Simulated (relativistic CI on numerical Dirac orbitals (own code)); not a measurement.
## Run report: Tm²⁺, relativistic CI calculation

Tm²⁺. Computed at this level: Dirac-Coulomb-Breit CI, KLI orbitals optimised for each configuration, model QED (radiative potential, 1s self-energy scaled to tabulated hydrogen-like ionisation energies), multiplet model of core-to-valence dipole absorption (relativistic CI on numerical Dirac orbitals, in-house).

### Summary

| quantity | value |
| --- | --- |
| outcome | converged |
| hardware | 1 CPU thread, shared host |

### Remarks

Limits: free-ion energies, so absolute edge positions are off by a few eV from solids; core and valence shell share one n, so the strongest features autoionise and are far broader and can lie several eV off in experiment.

### Input
```
atom Tm  Z=69  charge=2  electrons=67
nucleus A=169  rms_radius_fm=5.2256
hamiltonian dirac-coulomb  breit=on  qed=on  c_scale=1
orbitals kli  potential=per-configuration
slater_scale 1
correlation none
mixing on
configurations
  [Xe] 4f13
  [Kr] 4d9 4f14 5s2 5p6
end
absorption N4,5 T=10 lorentz=0.3 gauss=0.2
crystal_field free
```

The program writes its results to a structured record and prints no log; tables and figures of this report are taken from that record.

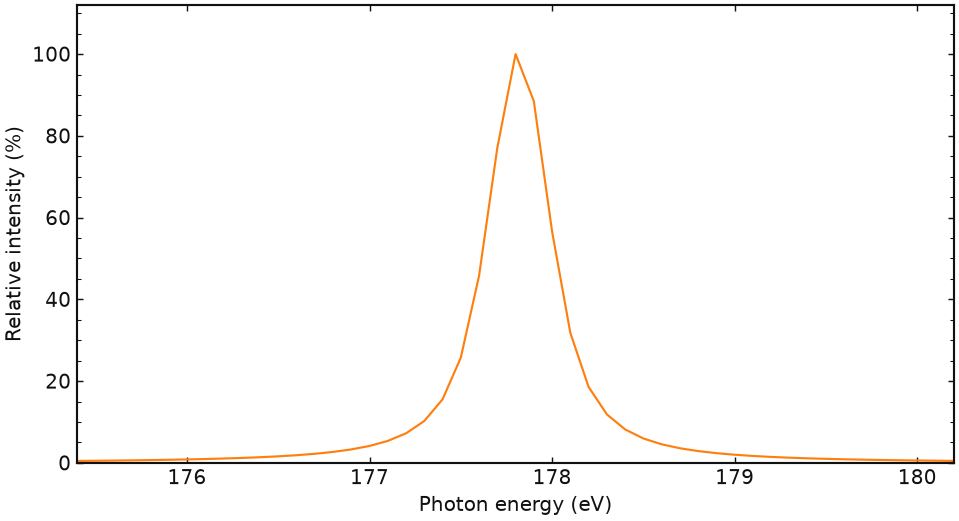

*N₄,₅ X-ray absorption of Tm²⁺, [Xe] 4f¹³, in no crystal field (free ion). Multiplet model: relativistic Dirac–Coulomb–Breit theory, one configuration a step, Slater integrals scaled by 1, 10 K, Voigt broadening (Lorentzian 0.3 eV, Gaussian 0.2 eV full widths), computed with a radial Dirac CI code.*

The main maxima lie at 177.8 eV (100), heights in % of the largest; the centroid is at 177.8 eV. The ground state has S = 0.50.
